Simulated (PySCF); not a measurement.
# C₂H₆OSi: geometry, spin-spin couplings

Aim: predict the spin-spin couplings of C₂H₆OSi (`C[SiH2]C=O`).

Computed with PySCF 2.14.0, with density-fitted response routines of our own, on a single molecule in the gas phase. Atoms are numbered from 0 throughout.

### 1 The molecule as given

10 atoms, charge 0, multiplicity 1; geometry from: GFN2-xTB. The atoms were then displaced at random by about 0.01 Å, so the start is not that level's minimum.

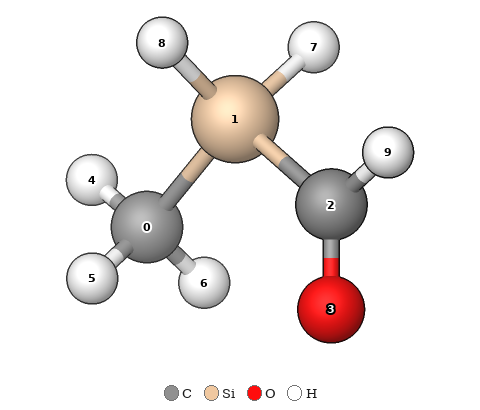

The starting geometry (carbon grey, silicon light orange, oxygen red, hydrogen white), atoms numbered.

### 2 Geometry optimisation at PBE0-D3(BJ)/def2-SVP

Job settings and geometry (Å):

```
{"job": {"xc": "PBE0", "basis": "def2-SVP", "d3": "d3bj", "grid": 1, "shake": 0.01, "kind": "geom"}, "charge": 0, "multiplicity": 1}
C      1.448280    -0.328440     0.031760
Si    -0.155940     0.732850     0.014750
C     -1.696120    -0.431740    -0.070560
O     -1.583830    -1.629460    -0.108380
H      2.312960     0.315110     0.062840
H      1.494630    -0.911310    -0.869860
H      1.458390    -0.976130     0.882910
H     -0.298360     1.538220     1.233510
H     -0.249910     1.613250    -1.140300
H     -2.679660     0.056740    -0.057720
```

On the command line:

```bash
> OMP_NUM_THREADS=1 python probes_run.py task.json out
```

The driver reads the jobs from task.json and runs them one after another.

The program printed:

```text
step   0  E = -444.00916093  max force = 0.026327
step   1  E = -444.01304596  max force = 0.006066
step   2  E = -444.01324114  max force = 0.001557
step   3  E = -444.01323689  max force = 0.001887
step   4  E = -444.01327816  max force = 0.000246
step   5  E = -444.01328047  max force = 0.000118
optimisation converged
```

Run time: 15 s. Hardware: 1 thread of Arm Neoverse V1, shared host; peak memory 0.38 GiB.

Along the way:

```csv
step,energy from step 0 (eV),largest force component (eV/Å)
0,0.0000,1.3538
1,-0.1057,0.3119
2,-0.1110,0.0801
3,-0.1109,0.0970
4,-0.1120,0.0126
5,-0.1121,0.0061
```

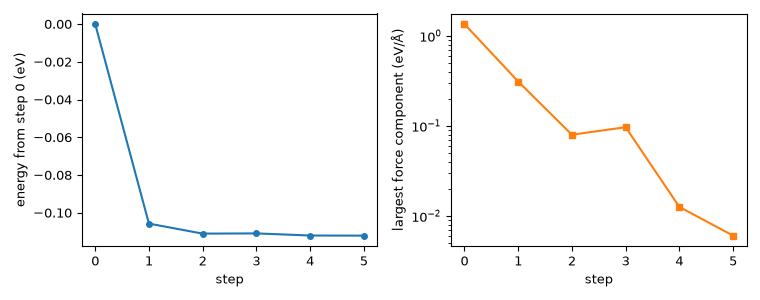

Energy and force, step by step.

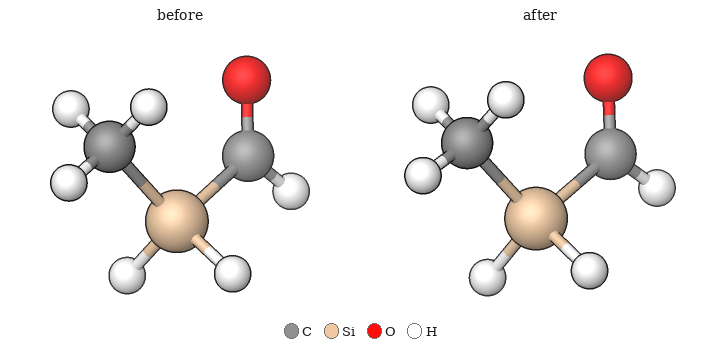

The geometry before (left) and after (right).

Distances of close pairs at the start and the end, largest changes first:

| bond | before (Å) | after (Å) | change (Å) |
| --- | --- | --- | --- |
| C0–Si1 | 1.924 | 1.869 | -0.055 |
| Si1–H8 | 1.455 | 1.498 | +0.042 |
| C0–H6 | 1.070 | 1.100 | +0.031 |
| Si1–H7 | 1.468 | 1.498 | +0.030 |
| C2–H9 | 1.098 | 1.128 | +0.030 |
| C0–H5 | 1.075 | 1.100 | +0.026 |
| C0–H4 | 1.078 | 1.100 | +0.022 |
| C2–O3 | 1.204 | 1.207 | +0.004 |

The final coordinates are the input of the step that follows.

| at the end point | value |
| --- | --- |
| point group (found at 0.08 Å tolerance) | Cs |
| rotational constants (GHz, main isotopes) | 9.843, 4.053, 3.027 |
| dipole moment (D) | 1.76 |

### 3 Indirect couplings: B3LYP/cc-pVTZ

Job settings and geometry (Å):

```
{"job": {"kind": "j", "xc": "B3LYP", "basis": "cc-pVTZ"}, "charge": 0, "multiplicity": 1}
C      1.208079    -0.381521    -0.036912
Si    -0.310986     0.701384     0.074518
C     -1.862201    -0.451675     0.053533
O     -1.746875    -1.651984    -0.003143
H      2.134011     0.212363    -0.026541
H      1.179817    -0.973477    -0.964000
H      1.230962    -1.084725     0.809029
H     -0.360888     1.506203     1.336628
H     -0.432529     1.654268    -1.074331
H     -2.890914     0.008924     0.096125
```

Level: B3LYP/cc-pVTZ indirect spin-spin coupling, non-relativistic, gas phase.

The program printed:

```text
coarse grid: 8608 points
cycle   1  E = -444.4765378935  dE =  2.245e-01  |g| = 8.420e-01  |ddm| = 6.151e+00
cycle   2  E = -443.8389916483  dE =  6.375e-01  |g| = 1.941e+00  |ddm| = 3.292e+00
cycle   3  E = -444.6103475605  dE = -7.714e-01  |g| = 1.759e-01  |ddm| = 2.430e+00
cycle   4  E = -444.6157712684  dE = -5.424e-03  |g| = 9.427e-02  |ddm| = 3.989e-01
cycle   5  E = -444.6177580376  dE = -1.987e-03  |g| = 1.400e-02  |ddm| = 1.498e-01
cycle   6  E = -444.6178084139  dE = -5.038e-05  |g| = 3.217e-03  |ddm| = 2.182e-02
cycle   7  E = -444.6178104475  dE = -2.034e-06  |g| = 1.139e-03  |ddm| = 5.982e-03
final grid: 77784 points
cycle   8  E = -444.6153000832  dE = -2.648e-05  |g| = 4.992e-03  |ddm| = 6.268e-02
cycle   9  E = -444.6152907953  dE =  9.288e-06  |g| = 8.479e-03  |ddm| = 1.825e-02
cycle  10  E = -444.6153049922  dE = -1.420e-05  |g| = 1.808e-03  |ddm| = 1.071e-02
cycle  11  E = -444.6153056084  dE = -6.162e-07  |g| = 1.443e-04  |ddm| = 2.342e-03
cycle  12  E = -444.6153056128  dE = -4.349e-09  |g| = 7.076e-05  |ddm| = 3.319e-04
cycle  13  E = -444.6153056140  dE = -1.258e-09  |g| = 1.041e-05  |ddm| = 1.301e-04
cycle  14  E = -444.6153056141  dE = -3.115e-11  |g| = 2.030e-06  |ddm| = 2.321e-05
converged SCF energy = -444.6153056141

Indirect spin-spin couplings (Hz)
  i      j    bonds     total        FC       PSO       DSO        SD
  0 C    1 Si   1    -41.802   -42.770     2.348    -0.063    -1.318
  0 C    2 C    2      1.439     1.492    -0.037    -0.015         -
  0 C    3 O    3     -0.479    -0.446    -0.031    -0.002         -
  0 C    4 H    1    117.822   115.328     1.919     0.575         -
  0 C    5 H    1    118.205   115.761     1.838     0.606         -
  0 C    6 H    1    118.359   115.920     1.833     0.606         -
  0 C    7 H    2      5.751     6.009     0.038    -0.297         -
  0 C    8 H    2      5.811     6.070     0.038    -0.297         -
  0 C    9 H    3      2.433     2.610     0.227    -0.403         -
  1 Si   2 C    1    -50.473   -49.749     1.079    -0.102    -1.701
  1 Si   3 O    2      5.698     3.810     0.672    -0.024     1.240
  1 Si   4 H    2      4.295     4.178     0.161     0.164    -0.207
  1 Si   5 H    2      6.894     6.748     0.181     0.138    -0.173
  1 Si   6 H    2      6.924     6.785     0.176     0.138    -0.174
  1 Si   7 H    1   -146.324  -146.791     0.587    -0.209     0.088
  1 Si   8 H    1   -146.427  -146.895     0.590    -0.208     0.087
  1 Si   9 H    2    -45.912   -46.108     0.029     0.163     0.003
  2 C    3 O    1     30.000     3.875    26.163    -0.037         -
  2 C    4 H    3      5.992     6.163     0.205    -0.377         -
  2 C    5 H    3      0.163     0.267    -0.071    -0.032         -
  2 C    6 H    3      0.154     0.266    -0.077    -0.034         -
  2 C    7 H    2      6.813     6.967    -0.081    -0.073         -
  2 C    8 H    2      6.994     7.157    -0.087    -0.075         -
  2 C    9 H    1    146.134   146.457    -1.226     0.902         -
  3 O    4 H    4     -0.249    -0.307    -0.116     0.173         -
  3 O    7 H    3     -0.828    -1.091     0.055     0.208         -
  3 O    8 H    3     -0.879    -1.159     0.069     0.212         -
  3 O    9 H    2      0.492    -4.226     4.331     0.387         -
  4 H    5 H    2    -12.125   -12.404     2.847    -2.568         -
  4 H    6 H    2    -12.118   -12.396     2.847    -2.569         -
  4 H    7 H    3      0.162     0.430     0.387    -0.655         -
  4 H    8 H    3      0.118     0.389     0.389    -0.659         -
  4 H    9 H    4      1.372     1.874     1.104    -1.606         -
  5 H    6 H    2    -12.742   -13.057     2.693    -2.377         -
  5 H    7 H    3      9.750    10.829     1.332    -2.411         -
  5 H    8 H    3      0.705     0.944     0.313    -0.552         -
  5 H    9 H    4     -0.671    -0.306     0.968    -1.333         -
  6 H    7 H    3      0.700     0.940     0.315    -0.554         -
  6 H    8 H    3      9.716    10.795     1.332    -2.412         -
  6 H    9 H    4     -0.684    -0.314     0.980    -1.351         -
  7 H    8 H    2      1.456     2.521     0.713    -1.778         -
  7 H    9 H    3     -1.243    -1.116     0.351    -0.478         -
  8 H    9 H    3     -1.287    -1.171     0.333    -0.448         -
```

Wall time 19 s (1 thread of Arm Neoverse V1, shared host); peak memory 0.77 GiB.

The basis is not made for couplings: without tight functions at the nuclei these values are rough.

A choice of the couplings up to four bonds, sorted by the number of bonds, with means over like pairs; isotopes 13C, 1H, 17O, 29Si:

| pair | bonds | J (Hz) | Fermi contact (Hz) | dihedral (°) |
| --- | --- | --- | --- | --- |
| Si1–H7 | 1 | -146.4 | -146.8 | – |
| C2–H9 | 1 | 146.1 | 146.5 | – |
| C0–H4 | 1 | 118.1 | 115.7 | – |
| Si1–C2 | 1 | -50.5 | -49.7 | – |
| C0–Si1 | 1 | -41.8 | -42.8 | – |
| C2–O3 | 1 | 30.0 | 3.9 | – |
| Si1–H9 | 2 | -45.9 | -46.1 | – |
| H4–H5 | 2 | -12.3 | -12.6 | – |
| C2–H7 | 2 | 6.9 | 7.1 | – |
| Si1–H4 | 2 | 6.0 | 5.9 | – |
| C0–H7 | 2 | 5.8 | 6.0 | – |
| Si1–O3 | 2 | 5.7 | 3.8 | – |
| H7–H8 | 2 | 1.5 | 2.5 | – |
| C0–C2 | 2 | 1.4 | 1.5 | – |
| H4–H7 | 3 | 3.5 | 4.1 | – |
| C0–H9 | 3 | 2.4 | 2.6 | -179 |
| C2–H4 | 3 | 2.1 | 2.2 | – |
| H7–H9 | 3 | -1.3 | -1.1 | 59 |

The spin-dipole term was solved for some atoms only; pairs without it lack that part.

The response was solved for the nuclei of C, H, Si alone, so couplings that need other nuclei can be missing.

Quadrupole couplings from the field gradients of the same density:

```
atom  isotope  eQq/h (MHz)     η
  O3      17O         12.6  0.69
```

### 4 J couplings: B3LYP/6-31G*

The job, as its differences from that of step 3:

```diff
@@ -1,2 +1,2 @@
-{"job": {"kind": "j", "xc": "B3LYP", "basis": "cc-pVTZ"}, "charge": 0, "multiplicity": 1}
+{"job": {"kind": "j", "xc": "B3LYP", "basis": "6-31G*"}, "charge": 0, "multiplicity": 1}
 C      1.208079    -0.381521    -0.036912
```

With the program's defaults for keys left out, this is: B3LYP/6-31G* indirect spin-spin coupling, non-relativistic, gas phase.

The program printed:

```text
coarse grid: 8608 points
cycle   1  E = -444.4165437411  dE =  2.416e-01  |g| = 8.164e-01  |ddm| = 2.770e+00
cycle   2  E = -443.8163541444  dE =  6.002e-01  |g| = 1.855e+00  |ddm| = 2.211e+00
cycle   3  E = -444.5538493479  dE = -7.375e-01  |g| = 1.550e-01  |ddm| = 1.714e+00
cycle   4  E = -444.5584210474  dE = -4.572e-03  |g| = 8.427e-02  |ddm| = 1.839e-01
cycle   5  E = -444.5601151416  dE = -1.694e-03  |g| = 1.170e-02  |ddm| = 6.854e-02
cycle   6  E = -444.5601505587  dE = -3.542e-05  |g| = 3.154e-03  |ddm| = 1.225e-02
cycle   7  E = -444.5601527066  dE = -2.148e-06  |g| = 1.021e-03  |ddm| = 3.716e-03
final grid: 77784 points
cycle   8  E = -444.5156409736  dE = -2.915e-06  |g| = 5.037e-03  |ddm| = 9.499e-03
cycle   9  E = -444.5156298849  dE =  1.109e-05  |g| = 8.925e-03  |ddm| = 9.627e-03
cycle  10  E = -444.5156465692  dE = -1.668e-05  |g| = 1.646e-03  |ddm| = 6.211e-03
cycle  11  E = -444.5156471558  dE = -5.866e-07  |g| = 8.876e-05  |ddm| = 1.343e-03
cycle  12  E = -444.5156471578  dE = -2.003e-09  |g| = 3.534e-05  |ddm| = 1.246e-04
cycle  13  E = -444.5156471581  dE = -3.289e-10  |g| = 6.715e-06  |ddm| = 3.984e-05
converged SCF energy = -444.5156471581

Indirect spin-spin couplings (Hz)
  i      j    bonds     total        FC       PSO       DSO        SD
  0 C    1 Si   1    -61.206   -61.781     1.787    -0.063    -1.150
  0 C    2 C    2      1.516     1.541    -0.010    -0.015         -
  0 C    3 O    3     -0.430    -0.404    -0.023    -0.003         -
  0 C    4 H    1    138.864   136.803     1.423     0.639         -
  0 C    5 H    1    140.082   138.052     1.362     0.668         -
  0 C    6 H    1    140.240   138.214     1.358     0.668         -
  0 C    7 H    2      5.066     5.337     0.018    -0.290         -
  0 C    8 H    2      5.137     5.410     0.017    -0.290         -
  0 C    9 H    3      2.309     2.534     0.174    -0.399         -
  1 Si   2 C    1    -61.595   -60.658     0.671    -0.102    -1.507
  1 Si   3 O    2      5.957     4.040     0.734    -0.022     1.206
  1 Si   4 H    2      4.318     4.125     0.217     0.157    -0.181
  1 Si   5 H    2      6.821     6.607     0.234     0.132    -0.153
  1 Si   6 H    2      6.852     6.643     0.230     0.132    -0.154
  1 Si   7 H    1   -170.933  -171.210     0.869    -0.239    -0.354
  1 Si   8 H    1   -171.008  -171.284     0.868    -0.238    -0.354
  1 Si   9 H    2    -43.695   -43.790    -0.021     0.157    -0.041
  2 C    3 O    1     21.311    -1.710    23.076    -0.055         -
  2 C    4 H    3      5.900     6.131     0.142    -0.373         -
  2 C    5 H    3      0.150     0.238    -0.058    -0.031         -
  2 C    6 H    3      0.139     0.234    -0.063    -0.032         -
  2 C    7 H    2      5.264     5.403    -0.073    -0.066         -
  2 C    8 H    2      5.478     5.623    -0.078    -0.068         -
  2 C    9 H    1    150.001   150.378    -1.350     0.974         -
  3 O    7 H    3     -1.941    -2.229     0.087     0.201         -
  3 O    8 H    3     -1.934    -2.236     0.098     0.205         -
  3 O    9 H    2      0.090    -4.528     4.256     0.362         -
  4 H    5 H    2    -16.100   -15.260     1.609    -2.448         -
  4 H    6 H    2    -16.095   -15.255     1.609    -2.449         -
  4 H    7 H    3      0.060     0.552     0.134    -0.626         -
  4 H    8 H    3      0.015     0.510     0.135    -0.630         -
  4 H    9 H    4      1.283     2.119     0.751    -1.588         -
  5 H    6 H    2    -16.656   -15.884     1.490    -2.261         -
  5 H    7 H    3      9.597    11.184     0.790    -2.377         -
  5 H    8 H    3      0.609     1.055     0.076    -0.522         -
  5 H    9 H    4     -0.971    -0.322     0.665    -1.314         -
  6 H    7 H    3      0.605     1.053     0.077    -0.525         -
  6 H    8 H    3      9.566    11.154     0.790    -2.377         -
  6 H    9 H    4     -0.989    -0.331     0.674    -1.332         -
  7 H    8 H    2      0.770     2.287     0.186    -1.703         -
  7 H    9 H    3     -1.424    -1.138     0.161    -0.447         -
  8 H    9 H    3     -1.460    -1.190     0.148    -0.418         -
```

It took 4.4 s on 1 thread of Arm Neoverse V1, shared host; peak memory 0.43 GiB.

The basis is not made for couplings: without tight functions at the nuclei these values are rough.

In short: J(Si1,H7) -171.0 Hz, J(C2,H9) 150.0 Hz, J(C0,H4) 139.7 Hz (means over like pairs).

### 5 Run by run: spin-spin couplings

Couplings (Hz), each a mean over the pairs like the one named, with basis size and wall time:

```csv
run,Si1–H7,C2–H9,C0–H4,Si1–C2,Si1–H9,C0–Si1,C2–O3,functions,time
B3LYP/cc-pVTZ,-146.4,146.1,118.1,-50.5,-45.9,-41.8,30.0,208,19 s
B3LYP/6-31G*,-171.0,150.0,139.7,-61.6,-43.7,-61.2,21.3,72,4.4 s
```

### 6 Summary of results

| quantity | value |
| --- | --- |
| point group | Cs |
| rotational constants (main isotopes) | 9.84, 4.05, 3.03 GHz |
| largest coupling of the table (B3LYP/cc-pVTZ) | 1J(Si,H) Si1–H7, -146.4 Hz |
| range of J(Si1,H7), mean over like pairs | -171.0 to -146.4 Hz |

What this shows: The optimisation took 5 steps and gained 0.112 eV; among the close pairs (by a distance rule), C0–Si1 changed most, from 1.924 to 1.869 Å. In the run at B3LYP/cc-pVTZ, the largest coupling of the table is Si1–H7 (mean over like pairs), -146.4 Hz, of which the Fermi-contact term gives -146.8 Hz. Couplings across rotatable bonds belong to this one conformer; where others are populated, the observed values are averages. The coupling Si1–H7, as a mean over pairs of its kind, runs from -171.0 Hz (B3LYP/6-31G*) to -146.4 Hz (B3LYP/cc-pVTZ). Couplings from bases without tight functions are rough.
